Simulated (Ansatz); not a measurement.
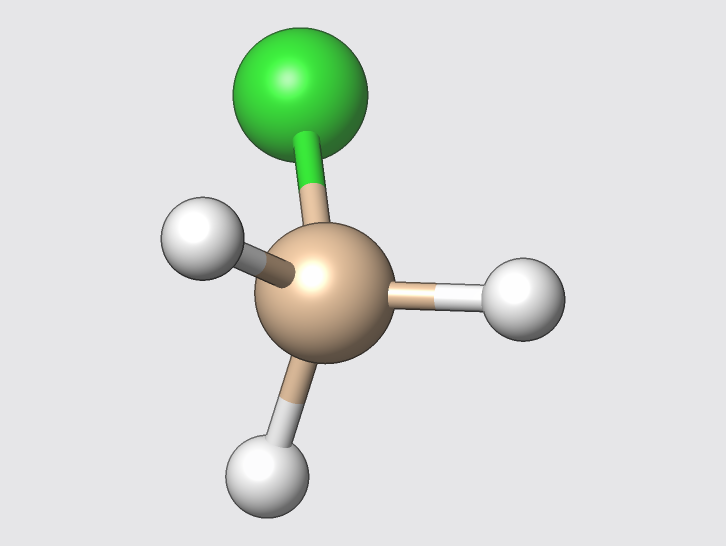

A ball-and-stick model of a molecule. Every bond is drawn as one stick, whatever its order. Colours: chlorine green, silicon light orange, hydrogen white.

**What is the molecular formula?**

ClH₃Si, 5 atoms: 1 chlorine, 3 hydrogen and 1 silicon.

**Which point group does it belong to?**

C3v.

The parts below concern this one geometry. Atoms keep their numbers from picture to picture. Computed geometry: PBE0-D4/def2-TZVP optimisation.

Shape

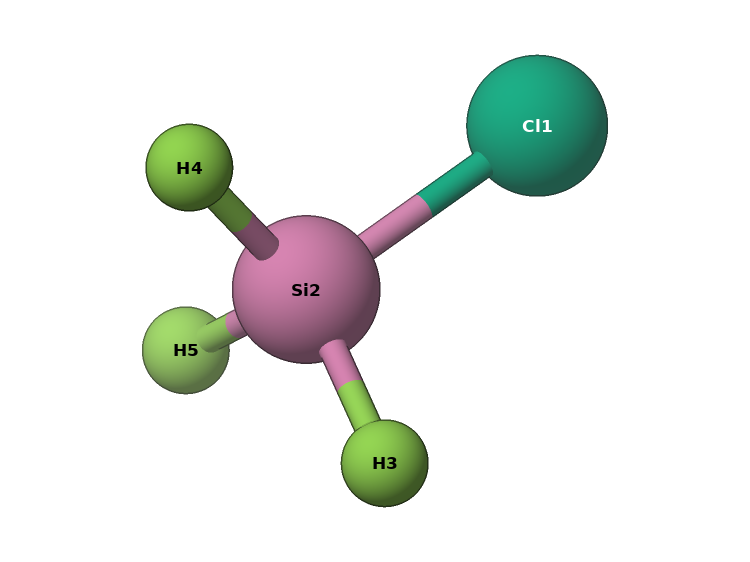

Atoms carry their numbers in the input.

**What is the geometry at Si2?**

Si2 has 4 neighbours (Cl1 at 2.05, H3 at 1.48, H4 at 1.48, H5 at 1.48 Å); the arrangement is tetrahedral.

Charges

The questions are on Mulliken charges. Method: RKS PBE0-D4/def2-TZVP (Ansatz 0.2.0).

List the Mulliken charges.

| atom | value (e) |
| --- | --- |
| Cl1 | −0.25 |
| Si2 | 0.28 |
| H3 | −0.01 |
| H4 | −0.01 |
| H5 | −0.01 |

Electronic properties

Level of theory: RKS PBE0-D4/def2-TZVPP (Ansatz 0.2.0).

Predict the main results.

- HOMO energy (Kohn–Sham orbital): −9.03 eV
- LUMO energy (Kohn–Sham orbital): −0.09 eV
- HOMO–LUMO gap: 8.94 eV

Thermal motion

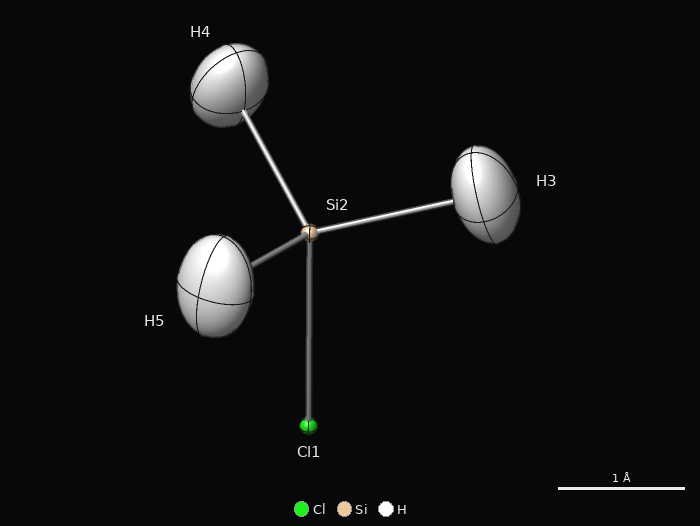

Displacement ellipsoids at the 50 % level, enlarged 2 times, from the internal vibrations of the free molecule (harmonic, no overall translation or rotation; no half-axis is drawn under 0.075 Å). Vibrations computed with RKS PBE0-D4/def2-TZVP (Ansatz 0.2.0). Temperature: 0 K (zero-point motion alone).

List U_eq and the three principal root-mean-square amplitudes for each kind of atom.

```csv
atom,U_eq (Å²),rms amplitudes (Å)
Cl1,0.00014,"0.004, 0.004, 0.020"
Si2,0.00027,"0.010, 0.010, 0.024"
"H3, H4, H5",0.0132,"0.085, 0.106, 0.146"
```

Mulliken values depend strongly on the basis set and can even reverse the polarity of a bond.
